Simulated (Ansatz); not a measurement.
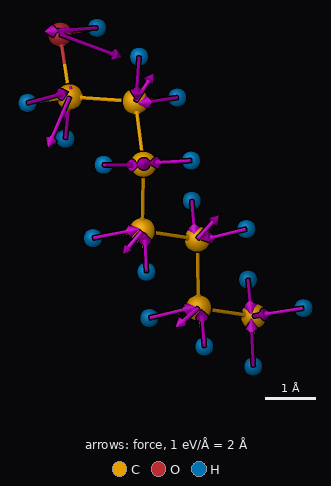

Starting geometry of C$_{7}$H$_{16}$O with the computed forces as purple arrows. The picture is a ball-and-stick view, seen from a free direction.

The start comes from PBE-D4/def2-SVP.

All numbers below come from RKS PBE0-D4/def2-TZVP in Ansatz. Settings: force threshold 0.005 eV/Å; at most 150 steps.

**What follows when this structure is relaxed?**

It isn't relaxed: the largest force vector, on the O atom, is 0.78 eV/Å. The final displacements have little in common with the starting forces (cosine between the two patterns 0.25). After 7 geometry steps the energy has fallen by 9.60 kJ/mol. The largest force component goes from 0.64 to 0.0022 eV/Å. The atom that moves furthest after the best rigid fit is the O atom (0.13 Å). Largest moves by element: O 0.13 Å, H 0.12 Å, C 0.08 Å. Some distances before and after: C–H 1.119 → 1.099 Å, C–C 1.531 → 1.516 Å, H–O 0.975 → 0.961 Å.
